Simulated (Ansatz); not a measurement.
# B2H2 (triplet): one geometry, many settings at scale of all distances = 1.747

Aim: run B2H2 (triplet) at one geometry under a spread of methods and options, and see what each costs and gives.

Program: Ansatz 0.2.0, Gaussian basis. Level of theory: the settings change from run to run. These are calculated values, not measurements.

11 further runs of the same task are left out: 2 for a mislabelled method, 5 that didn't finish, 4 set aside as unsound or not needed.

**1. What is computed**

The geometry derives from a PBE0/def2-TZVP stationary point (not a proven minimum). All distances are scaled together.

4 atoms, charge 0, spin multiplicity 3.

Atoms are counted from 1 here; the program's logs count them from 0.

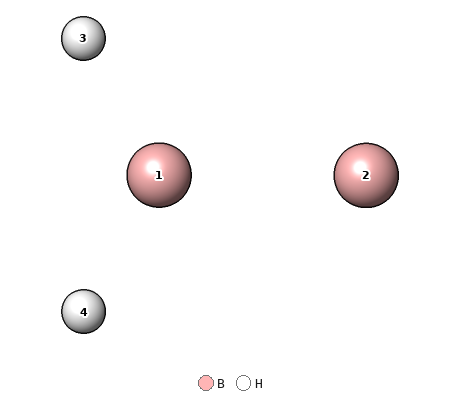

The geometry (boron pink, hydrogen white); atoms are numbered from 1 in the order of the file.

**2. NEVPT4(SD)(2,8)/6-31G**

in.yaml reads:

```yaml
crystal:
  periodic: [false, false, false]
  atoms:
    - {symbol: B, position_ang: [0.000000, 0.000000, 1.180322]}
    - {symbol: B, position_ang: [0.000000, 0.000000, -1.588816]}
    - {symbol: H, position_ang: [0.000000, 1.830625, 2.190720]}
    - {symbol: H, position_ang: [0.000000, -1.830625, 2.190720]}
basis:
  gaussian: {orbitals: 6-31G}
magnetization: {spin_polarized: false, initial_magnetization: 2}
correlation: {method: fic_nevpt4_sd, electrons: outside_noble_gas, active_space: {window: {electrons: 2, orbitals: 8}, states: [{multiplicity: 3, weights: [1, 0.5, 1, 0.5]}], root: 0}}
```

Command:

```
$ ansatz run in.yaml --threads 1 --pin off --events-out ev --progress --plain --max-ram 2393MiB
```

Standard output, cut to the lines that bear on the results:

```text
Functional definition: HF
  name "HF"
  cite "Fock, Z. Phys. 61, 126 (1930) doi:10.1007/BF01340294"
  parent pbe
[...]
502 factors; integrals over basis functions are off by at most 1.4e-7 eV
[...]
mean field -1361.56191432 eV, -50.0364774515 hartree, gradient 2.0e-6 eV, S^2 2.000000; 18 other end points of the search recorded, 0 dependent functions left out
reference -1361.34593879 eV, -50.0285404972 hartree; 7, 5 occupied and 15, 17 virtual orbitals, 502 factors
state -1361.40522172 eV, -50.0307191048 hartree
state -1361.26252736 eV, -50.0254751837 hartree
state -1360.84670443 eV, -50.0101939730 hartree
state -1359.62456825 eV, -49.9652812964 hartree
state -1361.40522172 eV, -50.0307191048 hartree; corrected -1365.35370179 eV, -50.1758230709 hartree
state -1361.26252736 eV, -50.0254751837 hartree; corrected -1365.20940656 eV, -50.1705203188 hartree
state -1360.84670443 eV, -50.0101939730 hartree; corrected -1364.91639612 eV, -50.1597523837 hartree
state -1359.62456825 eV, -49.9652812964 hartree; corrected -1363.97201686 eV, -50.1250470860 hartree
state -1361.49396407 eV, -50.0339803260 hartree
state -1361.49098957 eV, -50.0338710150 hartree
state -1361.19864051 eV, -50.0231273853 hartree
state -1357.83900137 eV, -49.8996629241 hartree
state -1361.49396407 eV, -50.0339803260 hartree; corrected -1365.00236034 eV, -50.1629115106 hartree
state -1361.49098957 eV, -50.0338710150 hartree; corrected -1364.93327410 eV, -50.1603726384 hartree
state -1361.19864051 eV, -50.0231273853 hartree; corrected -1364.63097116 eV, -50.1492632099 hartree
state -1357.83900137 eV, -49.8996629241 hartree; corrected -1365.81714027 eV, -50.1928541209 hartree
state -1361.40522172 eV, -50.0307191048 hartree; corrected -1365.35370179 eV, -50.1758230709 hartree
state -1361.26252736 eV, -50.0254751837 hartree; corrected -1365.20940656 eV, -50.1705203188 hartree
state -1360.84670443 eV, -50.0101939730 hartree; corrected -1364.91639612 eV, -50.1597523837 hartree
state -1359.62456825 eV, -49.9652812964 hartree; corrected -1363.97201686 eV, -50.1250470860 hartree
Total energy: -1365.35370179 eV, -50.1758230709 hartree
```

Wall time 7.5 s (1 thread of Arm Neoverse V2, shared host).

From the report: 24 determinants; active occupations (of the averaged states) 0.90, 0.42, 0.34, 0.17, 0.16, 0.01, 0.00, 0.00.

**3. MP2 on UHF/def2-mTZVP**

in.yaml reads:

```yaml
crystal:
  periodic: [false, false, false]
  atoms:
    - {symbol: B, position_ang: [0.000000, 0.000000, 1.180322]}
    - {symbol: B, position_ang: [0.000000, 0.000000, -1.588816]}
    - {symbol: H, position_ang: [0.000000, 1.830625, 2.190720]}
    - {symbol: H, position_ang: [0.000000, -1.830625, 2.190720]}
basis:
  gaussian: {orbitals: def2-mTZVP}
magnetization: {spin_polarized: true, initial_magnetization: 2}
correlation: {method: mp2, electrons: valence}
```

Same command.

Standard output, cut to the lines that bear on the results:

```text
Functional definition: HF
  name "HF"
  cite "Fock, Z. Phys. 61, 126 (1930) doi:10.1007/BF01340294"
  parent pbe
[...]
420 factors; integrals over basis functions are off by at most 2.5e-4 eV
[...]
mean field -1363.04072793 eV, -50.0908228494 hartree, gradient 1.1e-6 eV, S^2 2.662309; 19 other end points of the search recorded, 0 dependent functions left out
2 core orbitals not correlated: weight in the atoms' cores, before any rotation towards them, 1.000 or more for the frozen orbitals, at most 0.000 for the correlated occupied ones
reference -1363.04072793 eV, -50.0908228494 hartree; 5, 3 occupied and 37, 39 virtual orbitals, 420 factors
second order -2.20572593 eV of doubles, -0.00000000 eV of singles
Total energy: -1365.24645387 eV, -50.1718817824 hartree
```

It took 0.9 s on 1 thread of Arm Neoverse V2, shared host.

From the report: ⟨S²⟩ of the determinant 2.662 (pure triplet: 2.00). The determinant is far from a pure spin state, so its energy mixes those of several spin states (harmless only where they are near-degenerate, as at dissociation).

**4. CISDT/6-31G**

Edit in.yaml of step 3 so:

```diff
@@ -8,4 +8,4 @@
 basis:
-  gaussian: {orbitals: def2-mTZVP}
-magnetization: {spin_polarized: true, initial_magnetization: 2}
-correlation: {method: mp2, electrons: valence}
+  gaussian: {orbitals: 6-31G}
+magnetization: {spin_polarized: false, initial_magnetization: 2}
+correlation: {active_space: {ras: {orbitals: [3, 2, 15], electrons: 8, max_holes: 3, max_particles: 3}, fixed_orbitals: true}}
```

Same command.

Standard output, cut to the lines that bear on the results:

```text
Functional definition: HF
  name "HF"
  cite "Fock, Z. Phys. 61, 126 (1930) doi:10.1007/BF01340294"
  parent pbe
[...]
316 factors; integrals over basis functions are off by at most 1.7e-4 eV
[...]
mean field -1361.56187498 eV, -50.0364760056 hartree, gradient 5.6e-10 eV, S^2 2.000000; 19 other end points of the search recorded, 0 dependent functions left out
reference -1361.56187498 eV, -50.0364760056 hartree; 7, 5 occupied and 15, 17 virtual orbitals, 316 factors
state -1365.49769525 eV, -50.1811147329 hartree
Total energy: -1365.49769525 eV, -50.1811147329 hartree
```

It took 2.3 s on 1 thread of Arm Neoverse V2, shared host.

From the report: 151,766 determinants.

**5. MP2 on ROHF/STO-3G**

Edit in.yaml of step 4 so:

```diff
@@ -8,4 +8,5 @@
 basis:
-  gaussian: {orbitals: 6-31G}
+  gaussian: {orbitals: STO-3G}
 magnetization: {spin_polarized: false, initial_magnetization: 2}
-correlation: {active_space: {ras: {orbitals: [3, 2, 15], electrons: 8, max_holes: 3, max_particles: 3}, fixed_orbitals: true}}
+correlation: {method: mp2, electrons: valence}
+output: {forces: true}
```

The command is unchanged.

Standard output, cut to the lines that bear on the results:

```text
Functional definition: HF
  name "HF"
  cite "Fock, Z. Phys. 61, 126 (1930) doi:10.1007/BF01340294"
  parent pbe
[...]
146 factors; integrals over basis functions are off by at most 1.5e-4 eV
[...]
mean field -1339.05909613 eV, -49.2095141360 hartree, gradient 2.7e-6 eV, S^2 2.000000; 27 other end points of the search recorded, 0 dependent functions left out
[...]
unrestricted determinant -1340.74050045 eV, -49.2713046049 hartree, S^2 2.8800
2 core orbitals not correlated: weight in the atoms' cores, before any rotation towards them, 1.000 or more for the frozen orbitals, at most 0.000 for the correlated occupied ones
reference -1339.05909613 eV, -49.2095141360 hartree; 5, 3 occupied and 5, 7 virtual orbitals, 146 factors
second order -2.22315197 eV of doubles, -0.02855763 eV of singles
[...]
WARN: the results are in doubt because the forces break the atoms' symmetry
Total energy: -1341.31080574 eV, -49.2922629377 hartree
Atom 0 at     0.000000     0.000000     1.180322 Å, force    -0.000000     3.576880     1.854523 eV/Å
Atom 1 at     0.000000     0.000000    -1.588816 Å, force     0.000000     0.005546     0.374252 eV/Å
Atom 2 at     0.000000     1.830625     2.190720 Å, force     0.000000    -3.898577    -2.107232 eV/Å
Atom 3 at     0.000000    -1.830625     2.190720 Å, force    -0.000000     0.316150    -0.121543 eV/Å
Dipole moment:     0.000000    -0.166795    -0.127376 e Å
In doubt: the forces break the atoms' symmetry
```

Run time: 0.3 s. Hardware: 1 thread of Arm Neoverse V2, shared host.

The program marks this result as in doubt; its last lines say why.

**6. CCSD/cc-pVDZ**

Edit in.yaml of step 5 so:

```diff
@@ -8,5 +8,5 @@
 basis:
-  gaussian: {orbitals: STO-3G}
-magnetization: {spin_polarized: false, initial_magnetization: 2}
-correlation: {method: mp2, electrons: valence}
-output: {forces: true}
+  gaussian: {orbitals: cc-pVDZ}
+magnetization: {spin_polarized: true, initial_magnetization: 2}
+hamiltonian: {xc: {name: r2SCAN}}
+correlation: {method: ccsd, electrons: outside_noble_gas}
```

Launched as before.

Standard output, cut to the lines that bear on the results:

```text
Functional definition: r2SCAN
  name "r2SCAN"
  cite "Furness, Kaplan, Ning, Perdew & Sun, J. Phys. Chem. Lett. 11, 8208 (2020) doi:10.1021/acs.jpclett.0c02405"
  cite "Furness, Kaplan, Ning, Perdew & Sun, J. Phys. Chem. Lett. 11, 9248 (2020) doi:10.1021/acs.jpclett.0c03077"
  parent r2scan
[...]
354 factors; integrals over basis functions are off by at most 1.4e-3 eV
[...]
mean field -1370.76068416 eV, -50.3745260079 hartree, gradient 3.2e-6 eV, S^2 2.090011; 11 other end points of the search recorded, 0 dependent functions left out
2 core orbitals not correlated: weight in the atoms' cores, before any rotation towards them, 1.000 or more for the frozen orbitals, at most 0.000 for the correlated occupied ones
reference -1361.64595379 eV, -50.0395658449 hartree; 5, 3 occupied and 31, 33 virtual orbitals, 354 factors
second order -3.84572430 eV of doubles, -0.45340808 eV of singles
cycle   1  -4.87900664 eV  change   -5.8e-1 eV  update   1.2e-1
[...]
cycle  18  -5.62176158 eV  change    3.8e-6 eV  update   3.6e-6
WARN: the results are in doubt because among natural orbitals full CI differs from the method by -0.199 eV
Total energy: -1367.26771537 eV, -50.2461617725 hartree
In doubt: among natural orbitals full CI differs from the method by -0.199 eV
```

It took 10 s on 1 thread of Arm Neoverse V2, shared host.

From the report: ⟨S²⟩ of the determinant 2.090 (pure triplet: 2.00); correlation -5.6218 eV; T1 0.062; largest double amplitude 0.13. The orbitals are Kohn-Sham ones, so correlation energy and T1 don't compare with those on Hartree-Fock orbitals. The program marks this result as in doubt; its last lines say why.

**7. CCSD on ROHF/6-31++G****

Edit in.yaml of step 6 so:

```diff
@@ -8,5 +8,5 @@
 basis:
-  gaussian: {orbitals: cc-pVDZ}
-magnetization: {spin_polarized: true, initial_magnetization: 2}
-hamiltonian: {xc: {name: r2SCAN}}
+  gaussian: {orbitals: "6-31++G**", point_charges: [{charge: -1.00, position_ang: [2.994, 0.536, -0.930]}]}
+magnetization: {spin_polarized: false, initial_magnetization: 2}
 correlation: {method: ccsd, electrons: outside_noble_gas}
+accuracy: high
```

The command is unchanged.

Standard output, cut to the lines that bear on the results:

```text
Functional definition: HF
  name "HF"
  cite "Fock, Z. Phys. 61, 126 (1930) doi:10.1007/BF01340294"
  parent pbe
[...]
993 factors; integrals over basis functions are off by at most 3.1e-9 eV
[...]
mean field -1362.58060689 eV, -50.0739137130 hartree, gradient 3.0e-8 eV, S^2 2.000000; 20 other end points of the search recorded, 0 dependent functions left out
[...]
determinant -1362.58060689 eV, -50.0739137130 hartree, with singles and doubles -1367.33606735 eV, -50.2486736616 hartree
determinant -1362.53806159 eV, -50.0723502019 hartree, with singles and doubles -1367.32829609 eV, -50.2483880727 hartree
determinant -1362.35139435 eV, -50.0654903073 hartree, with singles and doubles -1367.28909405 eV, -50.2469474245 hartree
determinant -1362.30691196 eV, -50.0638556098 hartree, with singles and doubles -1367.27761681 eV, -50.2465256436 hartree
[...]
determinant -1362.12734340 eV, -50.0572565868 hartree, with singles and doubles -1367.26544365 eV, -50.2460782884 hartree
determinant -1361.89685805 eV, -50.0487864064 hartree, with singles and doubles -1367.09818490 eV, -50.2399316427 hartree
[...]
unrestricted determinant -1363.34811152 eV, -50.1021189879 hartree, S^2 2.6053
2 core orbitals not correlated: weight in the atoms' cores, before any rotation towards them, 1.000 or more for the frozen orbitals, at most 0.000 for the correlated occupied ones
reference -1362.23554512 eV, -50.0612329267 hartree; 5, 3 occupied and 43, 45 virtual orbitals, 993 factors
second order -3.39869918 eV of doubles, -0.18131878 eV of singles
cycle   1  -5.13435537 eV  change    1.0e-7 eV  update   6.7e-6
[...]
cycle  40  -5.13435474 eV  change   1.8e-10 eV  update  8.3e-10
WARN: the results are in doubt because among natural orbitals full CI differs from the method by -0.113 eV
Total energy: -1367.36989986 eV, -50.2499169831 hartree
In doubt: among natural orbitals full CI differs from the method by -0.113 eV
```

Run time: 26 s. Hardware: 1 thread of Arm Neoverse V2, shared host; peak memory 0.25 GiB.

From the report: correlation -5.1344 eV; T1 0.051; largest double amplitude 0.11. The program marks this result as in doubt; its last lines say why.

**8. The runs in one table**

Where basis and cores are those of an earlier FCI/6-31G run (-1366.0229 eV), and the state is the same kind, the miss against it is given. † marks a result that the program doubts.

```csv
level,correlated,functions,energy (eV),from FCI (meV),time
"NEVPT4(SD)(2,8)/6-31G (lowest root of an average)",outside noble gas,22,-1365.3537,,7.5 s
MP2 on UHF/def2-mTZVP,valence,44,-1365.2465,,0.9 s
CISDT/6-31G,outside noble gas,22,-1365.4977,525.2,2.3 s
MP2 on ROHF/STO-3G †,valence,12,-1341.3108,,0.3 s
CCSD/cc-pVDZ (on r2SCAN orbitals) †,outside noble gas,38,-1367.2677,,10 s
CCSD on ROHF/6-31++G** (beside a point charge) †,outside noble gas,50,-1367.3699,,26 s
```

**9. Outcome**

```
quantity                                                   value
    runs                                                       6
quickest                             MP2 on ROHF/STO-3G †, 0.3 s
 slowest  CCSD on ROHF/6-31++G** (beside a point charge) †, 26 s
```

**Reading.** Total energies in different bases, with other cores or another treatment of relativity can't be set against each other. CCSD on ROHF/6-31++G** (beside a point charge) † took 87 times as long as MP2 on ROHF/STO-3G †; the jobs differ in more than the method.
